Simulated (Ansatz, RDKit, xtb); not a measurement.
**Si2H2ClF2: from the formula to a structure**

Only the formula Si2H2ClF2 is given (odd number of electrons). Aim: find the structure of lowest free energy at 298.15 K, then its properties.

Plan: many cheap relaxations first (GFN2-xTB), then density-functional screening, relaxation at B3LYP/6-31G*, vibrations and a final energy. The numbers are computed, not measured.

5 further runs of the same task are left out: 1 that didn't finish, 4 set aside as unsound or not needed.

## 1. Candidates

A program enumerates the bonding patterns with one Lewis structure each (two rings at most, one unusual centre or charged pair), with their diastereomers. O–O, O–halogen and N–halogen bonds and N–N–N chains are not drawn. That gives 5 candidates.

| label | SMILES | spin |
| --- | --- | --- |
| c037 | F[Si](F)[SiH2]Cl | doublet |
| c040 | F[SiH2][Si](F)Cl | doublet |
| c457 | F[Si](F)([SiH2])Cl | doublet |
| c634 | F[SiH][Si@H](F)Cl | doublet |
| c840 | F[SiH](F)[SiH]Cl | doublet |

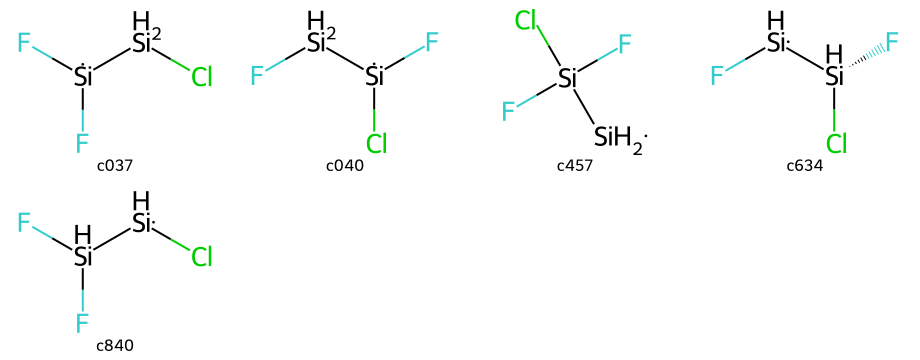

Structural formulas of the candidates.

Candidates are built by distance geometry, with a force field where one applies, in up to four conformers (letters a to d). 16 starts with atoms placed at random are added, to find patterns that the rules miss.

## 2. Cheap relaxation of all starts

All 32 starts are relaxed the same way. One of them, c051 (atoms placed at random), in full:

The input, start.xyz:

```xyz
7
c051
Cl    -0.075260     1.145580     0.880670
F     -0.613490    -0.377990     1.286250
F      1.047290    -0.107010    -1.693680
Si     0.219790     1.415790    -1.207800
Si     1.900540     0.131220    -0.497770
H      1.725190    -1.212020     0.177600
H     -0.204520    -0.100160     2.149640
```

The run is started by

```bash
$ xtb start.xyz --gfn 2 --opt --uhf 1
```

Output, shortened:

```text
* xtb version 6.7.1
[...]
          :  # basis functions                  40          :
[...]
          :  # electrons                        31          :
[...]
          :  Hamiltonian                  GFN2-xTB          :
[...]
          :  net charge                          0          :
          :  unpaired electrons                  1          :
[...]
   *** convergence criteria satisfied after 18 iterations ***
[...]
   *** GEOMETRY OPTIMIZATION CONVERGED AFTER 47 ITERATIONS ***
[...]
   *** convergence criteria satisfied after 3 iterations ***
[...]
         ::                     SUMMARY                     ::
         :::::::::::::::::::::::::::::::::::::::::::::::::::::
         :: total energy             -18.530675205582 Eh    ::
         :: gradient norm              0.000540465804 Eh/a0 ::
         :: HOMO-LUMO gap              1.462503767724 eV    ::
         ::.................................................::
         :: SCC energy               -18.578951294584 Eh    ::
         :: -> isotropic ES            0.056325212630 Eh    ::
         :: -> anisotropic ES         -0.014064084356 Eh    ::
         :: -> anisotropic XC         -0.022609594394 Eh    ::
         :: -> dispersion             -0.005144276386 Eh    ::
         :: repulsion energy           0.048276089001 Eh    ::
         :: add. restraining           0.000000000000 Eh    ::
         :: total charge               0.000000000000 e     ::
         :::::::::::::::::::::::::::::::::::::::::::::::::::::
[...]
        16        1.0000           -0.3066442              -8.3442 (HOMO)
        17                         -0.2528982              -6.8817 (LUMO)
[...]
     #   Z          covCN         q      C6AA      α(0)
     1  17 Cl       0.908    -0.422   112.939    16.258
     2   9 F        0.739    -0.454    14.230     4.455
     3   9 F        0.705    -0.338    12.774     4.220
     4  14 Si       1.752     0.384   185.202    28.924
     5  14 Si       2.585     0.423   178.729    29.340
     6   1 H        0.917     0.009     2.904     2.666
     7   1 H        0.858     0.398     0.482     1.088
[...]
     #   Z sym  total        # sym  WBO       # sym  WBO       # sym  WBO
 ---------------------------------------------------------------------------
     1  17 Cl   1.001 --     4 Si   0.832
     2   9 F    0.806 --     7 H    0.752
     3   9 F    1.104 --     5 Si   1.055
     4  14 Si   2.615 --     5 Si   1.671     1 Cl   0.832
     5  14 Si   3.664 --     4 Si   1.671     3 F    1.055     6 H    0.881
     6   1 H    1.000 --     5 Si   0.881
     7   1 H    0.841 --     2 F    0.752
 ---------------------------------------------------------------------------
[...]
molecular dipole:
                 x           y           z       tot (Debye)
 q only:        0.342       0.372      -0.941
   full:        0.231       0.620      -0.452       2.036
molecular quadrupole (traceless):
[...]
          | TOTAL ENERGY              -18.530675205582 Eh   |
          | GRADIENT NORM               0.000540465804 Eh/α |
          | HOMO-LUMO GAP               1.462503767724 eV   |
           -------------------------------------------------
[...]
```

Run time: 0.29 s. Hardware: 2 threads of Intel Xeon Platinum 8375C at 2.90GHz (Ice Lake), shared host.

## 3. Distinct minima at GFN2-xTB

32 of the 32 relaxations converged; 6 ended on a minimum already found. 26 distinct structures remain, the lowest 22 here:

| label | start | SMILES after | spin | energy (kcal/mol) | note |
| --- | --- | --- | --- | --- | --- |
| c040a | drawn and random | F[SiH2][Si](F)Cl | doublet | 0.0 |  |
| c840a | drawn | F[SiH](F)[SiH]Cl | doublet | 0.5 |  |
| c040b | drawn | F[SiH2][Si](F)Cl | doublet | 0.6 |  |
| c634b | drawn | F[SiH][Si@H](F)Cl | doublet | 1.7 |  |
| c840b | drawn | F[SiH](F)[SiH]Cl | doublet | 2.2 |  |
| c037c | drawn | F[Si](F)[SiH2]Cl | doublet | 2.7 |  |
| c634a | drawn | F[SiH][Si@H](F)Cl | doublet | 3.0 |  |
| c040c | drawn | F[SiH2][Si](F)Cl | doublet | 4.2 |  |
| c037b | drawn | F[Si](F)[SiH2]Cl | doublet | 4.8 |  |
| c634c | drawn | F[SiH][Si@H](F)Cl | doublet | 5.4 |  |
| c457b | drawn | F[Si](F)([SiH2])Cl | doublet | 9.2 |  |
| c674 | random | Cl.F[Si][SiH]F | doublet | 43.9 | fell apart |
| c337 | random | F[SiH].F[SiH]Cl | doublet | 45.0 | fell apart |
| c102 | random | F[SiH].F[SiH]Cl | doublet | 45.3 | fell apart |
| c816 | random | F[SiH].F[SiH]Cl | doublet | 46.2 | fell apart |
| c532 | random | Cl.F[Si][SiH]F | doublet | 53.1 | fell apart |
| c628 | random | Cl.F[Si][SiH]F | doublet | 53.2 | fell apart |
| c051 | random | F.F[SiH][Si]Cl | doublet | 53.6 | fell apart |
| c847 | random | F.F[SiH][Si]Cl | doublet | 55.7 | fell apart |
| c001 | random | F.F[SiH][Si]Cl | doublet | 63.0 | fell apart |
| c293 | random | Cl.F[Si](F)[SiH] | doublet | 64.9 | fell apart |
| c576 | random | F.F[Si]([SiH])Cl | doublet | 72.0 | fell apart |

GFN2-xTB has no spin polarisation, so it can't rank spin states and is rough for open shells.

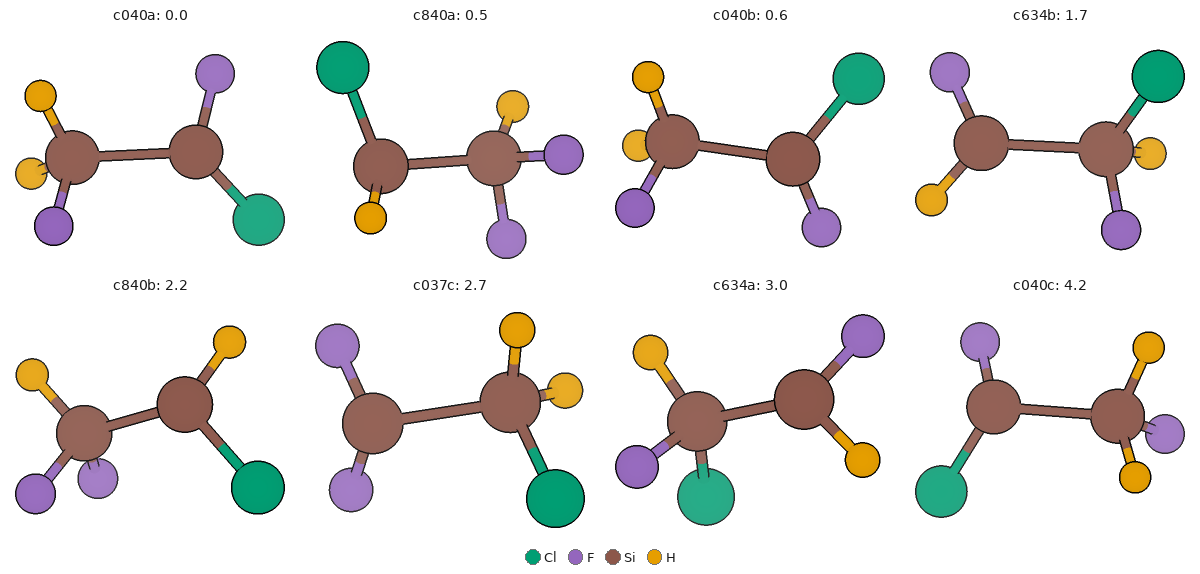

The 8 lowest minima that did not fall apart, with their GFN2-xTB energies in kcal/mol.

## 4. Second filter: single points

A choice of the minima (the low ones first, few conformers of a pattern, up to a cap) and the lowest that fell apart get a single point at r2SCAN-D4/def2-SVP on the tight-binding geometry, and one at HF/STO-3G for comparison. Within 30 kcal/mol but not screened, among others: c040c, c634c. The first, c040a:

The input, input.yaml:

```yaml
crystal:
  periodic: [false, false, false]
  atoms:
    - {symbol: Cl, position_ang: [0.396513, -1.111210, -3.351455]}
    - {symbol: F, position_ang: [-1.421566, 1.575503, -0.648797]}
    - {symbol: F, position_ang: [2.447194, -0.148445, -1.636095]}
    - {symbol: Si, position_ang: [0.124950, 1.816293, -1.033357]}
    - {symbol: Si, position_ang: [0.821143, -0.305705, -1.536841]}
    - {symbol: H, position_ang: [0.045853, 2.939176, -1.967311]}
    - {symbol: H, position_ang: [0.748417, 2.244599, 0.213245]}
basis:
  gaussian: {orbitals: def2-SVP}
magnetization: {spin_polarized: true, initial_magnetization: 1}
hamiltonian: {xc: r2scan, dispersion: d4}
scf: {lower_state_search: off}
output: {orbitals: {seedname: orbitals}}
```

The run is started by

```bash
$ ansatz run input.yaml --threads 2 --pin off --max-ram 4350MiB --events-out events.jsonl --progress --plain --runs-dir runs
```

Output, shortened:

```text
Warning: RAYON_NUM_THREADS=2 ignored (pool sized by the plan → 2); use --threads N
Functional definition: r2SCAN
  name "r2SCAN"
[...]
999 factors; their error is unknown
[...]
mean field -33729.23388440 eV, -1239.5264827559 hartree, gradient 3.1e-6 eV, S^2 0.755177; 0 other end points of the search recorded, 0 dependent functions left out
reference -33729.23389446 eV, -1239.5264831254 hartree; 33, 32 occupied and 59, 60 virtual orbitals, 999 factors
Total energy: -33729.27813145 eV, -1239.5281088051 hartree
Checks for a lower state left out: stability, starts, cluster_reference, orbital_swaps, neighbouring_geometries, increment
```

Run time: 2.1 s. Hardware: 2 threads of Intel Xeon Platinum 8375C at 2.90GHz (Ice Lake), shared host.

Relative energies in kcal/mol, each column from its lowest structure that stays in one piece:

| label | SMILES | spin | GFN2-xTB | HF/STO-3G | r2SCAN-D4/def2-SVP |
| --- | --- | --- | --- | --- | --- |
| c457b | F[Si](F)([SiH2])Cl | doublet | 9.2 | 0.4 | 0.0 |
| c840a | F[SiH](F)[SiH]Cl | doublet | 0.5 | 2.7 | 7.8 |
| c840b | F[SiH](F)[SiH]Cl | doublet | 2.2 | 2.6 | 8.2 |
| c037b | F[Si](F)[SiH2]Cl | doublet | 4.8 | 0.0 | 12.2 |
| c040b | F[SiH2][Si](F)Cl | doublet | 0.6 | 1.2 | 12.2 |
| c037c | F[Si](F)[SiH2]Cl | doublet | 2.7 | 0.1 | 12.6 |
| c040a | F[SiH2][Si](F)Cl | doublet | 0.0 | 3.7 | 13.2 |
| c634a | F[SiH][Si@H](F)Cl | doublet | 3.0 | 7.9 | 14.1 |
| c634b | F[SiH][Si@H](F)Cl | doublet | 1.7 | 9.9 | 14.3 |
| c674 | Cl.F[Si][SiH]F | doublet | 43.9 | 104.7 | 74.1 |

Measured from c457b, GFN2-xTB misplaces c040a by 22 kcal/mol against r2SCAN-D4/def2-SVP, so minima dropped on its energies alone could hide the lowest isomer.

## 5. Refinement at B3LYP/6-31G*

6 candidates are relaxed at B3LYP/6-31G* (chosen among the lowest in one piece). The first, c457b:

The input, input.yaml:

```yaml
crystal:
  periodic: [false, false, false]
  atoms:
    - {symbol: Cl, position_ang: [-0.434747, -0.685591, -3.146235]}
    - {symbol: F, position_ang: [-1.710108, 0.974105, -1.148357]}
    - {symbol: F, position_ang: [-0.182709, -0.720804, -0.266439]}
    - {symbol: Si, position_ang: [-0.252369, 0.370069, -1.442153]}
    - {symbol: Si, position_ang: [1.282914, 1.975092, -1.013384]}
    - {symbol: H, position_ang: [1.180774, 3.225582, -1.768082]}
    - {symbol: H, position_ang: [2.685910, 1.563236, -0.940259]}
basis:
  gaussian:
    orbitals: 6-31G_st_-spherical.json
magnetization:
  spin_polarized: true
  initial_magnetization: 1
hamiltonian:
  xc: {name: B3LYP}
relax:
  f_tol: 0.003
```

The basis set 6-31G* is read from a file made from the Basis Set Exchange's data (not shown).

The run is started by

```bash
$ ansatz run input.yaml --threads 2 --pin off --max-ram 4350MiB --events-out events.jsonl --progress --plain --runs-dir runs
```

Output, shortened:

```text
Warning: RAYON_NUM_THREADS=2 ignored (pool sized by the plan → 2); use --threads N
[...]
Functional definition: B3LYP
  name "B3LYP"
[...]
874 factors; integrals over basis functions are off by at most 6.0e-4 eV
[...]
mean field -33747.05309006 eV, -1240.1813264856 hartree, gradient 6.5e-5 eV, S^2 0.752248; 0 other end points of the search recorded, 0 dependent functions left out
[...]
reference -33747.05334215 eV, -1240.1813357496 hartree; 33, 32 occupied and 53, 54 virtual orbitals, 874 factors
relax step   1: F+E_penalty+E_count = -33747.05309006 eV  Δ(F+E_penalty+E_count) = +0.000e0 eV  max|allowed force component| = 1.193e0 eV/Å  Δτ_max = 0.0000 Å  (27 SCF iters, accepted)
[...]
relax step   3: F+E_penalty+E_count = -33747.23569857 eV  Δ(F+E_penalty+E_count) = -2.956e-2 eV  max|allowed force component| = 3.907e-1 eV/Å  Δτ_max = 0.1291 Å  (31 SCF iters, accepted)
[...]
mean field -33747.24699993 eV, -1240.1884525418 hartree, gradient 2.5e-5 eV, S^2 0.752097; 1 other end points of the search recorded, 0 dependent functions left out
[...]
reference -33747.24725763 eV, -1240.1884620122 hartree; 33, 32 occupied and 53, 54 virtual orbitals, 874 factors
Total energy: -33747.24725763 eV, -1240.1884620122 hartree
Atom 0 at    -0.239101    -0.507881    -3.170663 Å, force     0.000023    -0.000152    -0.000223 eV/Å
Atom 1 at    -1.790825     0.993019    -1.141190 Å, force    -0.000102    -0.000017    -0.000040 eV/Å
Atom 2 at    -0.176949    -0.792132    -0.221969 Å, force     0.000035    -0.000064    -0.000005 eV/Å
Atom 3 at    -0.319418     0.378104    -1.308963 Å, force    -0.000052     0.000177     0.000302 eV/Å
Atom 4 at     1.291141     2.013305    -0.961223 Å, force    -0.000059    -0.000042     0.000007 eV/Å
Atom 5 at     1.134475     3.158027    -1.898251 Å, force     0.000040     0.000139    -0.000026 eV/Å
Atom 6 at     2.670343     1.459247    -1.022651 Å, force     0.000115    -0.000041    -0.000016 eV/Å
Dipole moment:     0.304953     0.316165     0.078633 e Å
```

Run time: 29 s. Hardware: 2 threads of Intel Xeon Platinum 8375C at 2.90GHz (Ice Lake), shared host.

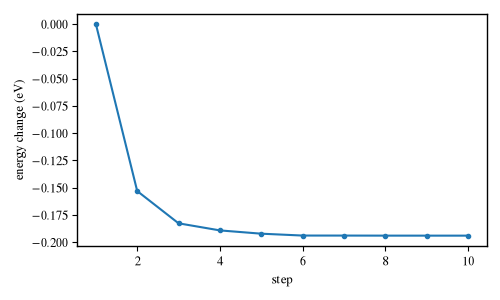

Energy along the run, all evaluated steps.

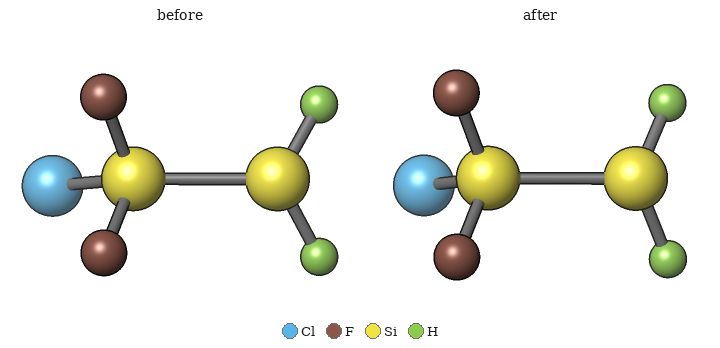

Before and after, at one scale.

After the run. Bond lengths: Cl1–Si4 2.063 Å, F2–Si4 1.604 Å, F3–Si4 1.604 Å, Si4–Si5 2.321 Å, Si5–H6 1.488 Å, Si5–H7 1.488 Å. Angles: Cl1–Si4–F2 107.1°, Cl1–Si4–F3 107.1°, Cl1–Si4–Si5 114.2°, F2–Si4–F3 106.9°, F2–Si4–Si5 110.5°, F3–Si4–Si5 110.5°, Si4–Si5–H6 112.0°, Si4–Si5–H7 112.0°, H6–Si5–H7 111.0°.

## 6. After refinement

| label | spin | r2SCAN-D4/def2-SVP (kcal/mol) | B3LYP/6-31G*, relaxed (kcal/mol) | time |
| --- | --- | --- | --- | --- |
| c457b | doublet | 0.0 | 0.0 | 29 s |
| c840a | doublet | 7.8 | 5.6 | 25 s |
| c840b | doublet | 8.2 | 6.0 | 27 s |
| c037b | doublet | 12.2 | 9.5 | 29 s |
| c040b | doublet | 12.2 | 9.5 | 35 s |
| c037c | doublet | 12.6 | 9.8 | 40 s |

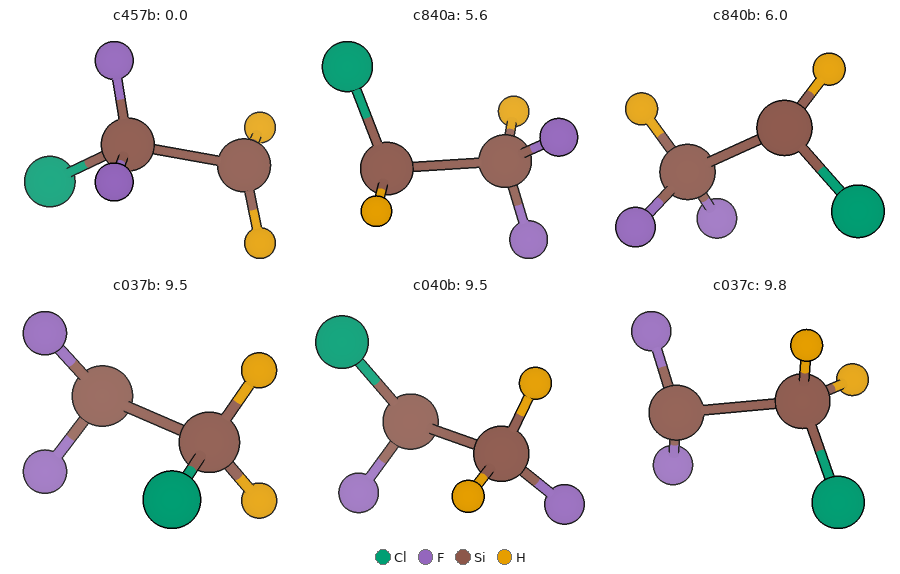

The relaxed structures, with energies at B3LYP/6-31G* in kcal/mol.

## 7. Are they minima? Harmonic frequencies

The lowest few in one piece go on as finalists (c037b, c040b, c037c drop out). Harmonic vibrations at B3LYP/6-31G* test each finalist and give the zero-point energy and the thermal terms. The first, c457b:

The input, input.yaml:

```yaml
crystal:
  periodic: [false, false, false]
  atoms:
    - symbol: Cl
      position_ang: [-0.239101, -0.507881, -3.170663]
    - symbol: F
      position_ang: [-1.790825, 0.993019, -1.141190]
    - symbol: F
      position_ang: [-0.176949, -0.792132, -0.221969]
    - symbol: Si
      position_ang: [-0.319418, 0.378104, -1.308963]
    - symbol: Si
      position_ang: [1.291141, 2.013305, -0.961223]
    - symbol: H
      position_ang: [1.134475, 3.158027, -1.898251]
    - symbol: H
      position_ang: [2.670343, 1.459247, -1.022651]
basis:
  gaussian:
    orbitals: 6-31G_st_-spherical.json
total_charge: 0
magnetization:
  spin_polarized: true
  initial_magnetization: 1
hamiltonian:
  xc: {name: B3LYP}
scf:
  lower_state_search: off
phonons: {}
```

The basis set 6-31G* is read from a file made from the Basis Set Exchange's data (not shown).

The run is started by

```bash
$ ansatz run input.yaml --threads 2 --pin off --max-ram 4350MiB --events-out events.jsonl --progress --plain --runs-dir runs
```

Output, shortened:

```text
Warning: RAYON_NUM_THREADS=2 ignored (pool sized by the plan → 2); use --threads N
[... 2 set-up lines as earlier in the session ...]
[...]
875 factors; integrals over basis functions are off by at most 5.7e-4 eV
[...]
mean field -33747.24700777 eV, -1240.1884528301 hartree, gradient 8.9e-6 eV, S^2 0.752097; 0 other end points of the search recorded, 0 dependent functions left out
[...]
reference -33747.24726444 eV, -1240.1884622623 hartree; 33, 32 occupied and 53, 54 virtual orbitals, 875 factors
[...]
875 factors; integrals over basis functions are off by at most 5.7e-4 eV
mean field -33747.24700307 eV, -1240.1884526572 hartree, gradient 2.7e-6 eV, S^2 0.752097; 0 other end points of the search recorded, 0 dependent functions left out
[...]
reference -33747.24725973 eV, -1240.1884620895 hartree; 33, 32 occupied and 53, 54 virtual orbitals, 875 factors
[...]
Total energy: -33747.24726444 eV, -1240.1884622623 hartree
Atom 0 at    -0.239101    -0.507881    -3.170663 Å, force    -0.000012    -0.000145    -0.000146 eV/Å
Atom 1 at    -1.790825     0.993019    -1.141190 Å, force    -0.000049    -0.000023    -0.000021 eV/Å
Atom 2 at    -0.176949    -0.792132    -0.221969 Å, force     0.000027    -0.000013    -0.000013 eV/Å
Atom 3 at    -0.319418     0.378104    -1.308963 Å, force    -0.000067     0.000090     0.000165 eV/Å
Atom 4 at     1.291141     2.013305    -0.961223 Å, force    -0.000059    -0.000024     0.000034 eV/Å
Atom 5 at     1.134475     3.158027    -1.898251 Å, force     0.000054     0.000136    -0.000005 eV/Å
Atom 6 at     2.670343     1.459247    -1.022651 Å, force     0.000106    -0.000021    -0.000015 eV/Å
Dipole moment:     0.304952     0.316161     0.078628 e Å
Vibrations: 105.62 122.66 159.55 230.02 274.18 290.84 437.39 535.87 547.05 596.07 884.57 917.28 972.24 2234.11 2265.23 cm⁻¹, zero-point energy 0.655423 eV
Checks for a lower state left out: stability, starts, cluster_reference, orbital_swaps, neighbouring_geometries, increment
```

Wall time 74 s (2 threads of Intel Xeon Platinum 8375C at 2.90GHz (Ice Lake), shared host).

## 8. Thermal terms of the finalists

At 298.15 K and 1 atm, ideal gas, rigid rotor and harmonic oscillator:

| label | SMILES | spin | point group | lowest mode (cm⁻¹) | zero-point (kcal/mol) | G − E (kcal/mol) |
| --- | --- | --- | --- | --- | --- | --- |
| c457b | F[Si](F)([SiH2])Cl | doublet | Cs | 106 | 15.1 | -5.6 |
| c840a | F[SiH](F)[SiH]Cl | doublet | C1 | 34 | 15.8 | -5.9 |
| c840b | F[SiH](F)[SiH]Cl | doublet | C1 | 34 | 15.9 | -5.9 |

Chiral structures get −RT ln 2 for their mirror image.

## 9. Energies at the top level

Each finalist gets a single point at CCSD(T)/def2-SVP + MP2/def2-TZVPP - MP2/def2-SVP.

c457b, CCSD(T)/def2-SVP:

input.yaml: that of step 7 with these lines changed.

```diff
@@ -19,4 +19,3 @@
   gaussian:
-    orbitals: 6-31G_st_-spherical.json
-total_charge: 0
+    orbitals: def2-SVP
 magnetization:
@@ -24,6 +23,6 @@
   initial_magnetization: 1
-hamiltonian:
-  xc: {name: B3LYP}
+correlation:
+  method: ccsd_t
+  frozen_orbitals: {Si: 5, H: 0, F: 1, Cl: 5}
 scf:
-  lower_state_search: off
-phonons: {}
+  omitted_lower_state_checks: [cluster_reference]
```

The run is started by

```bash
$ ansatz run input.yaml --threads 2 --pin off --max-ram 4350MiB --events-out events.jsonl --progress --plain --runs-dir runs
```

Output, shortened:

```text
Warning: RAYON_NUM_THREADS=2 ignored (pool sized by the plan → 2); use --threads N
Functional definition: HF
  name "HF"
[...]
848 factors; integrals over basis functions are off by at most 9.0e-4 eV
[...]
mean field -33662.00538145 eV, -1237.0558808414 hartree, gradient 2.8e-6 eV, S^2 0.757015; 0 other end points of the search recorded, 0 dependent functions left out
17 core orbitals not correlated: weight in the atoms' cores, before any rotation towards them, 1.000 or more for the frozen orbitals, at most 0.000 for the correlated occupied ones
reference -33662.00538145 eV, -1237.0558808414 hartree; 16, 15 occupied and 59, 60 virtual orbitals, 848 factors
second order -18.23389896 eV of doubles, -0.00000000 eV of singles
cycle   1  -18.75990278 eV  change   -5.3e-1 eV  update   1.0e-1
[...]
cycle  10  -19.29694942 eV  change    2.1e-5 eV  update   3.2e-5
perturbative correction -0.37252590 eV, -0.0136900743 hartree
Total energy: -33681.67485677 eV, -1237.7787207269 hartree
Checks for a lower state left out: cluster_reference
```

Run time: 12 s. Hardware: 2 threads of Intel Xeon Platinum 8375C at 2.90GHz (Ice Lake), shared host.

[end of part 1 of 2]
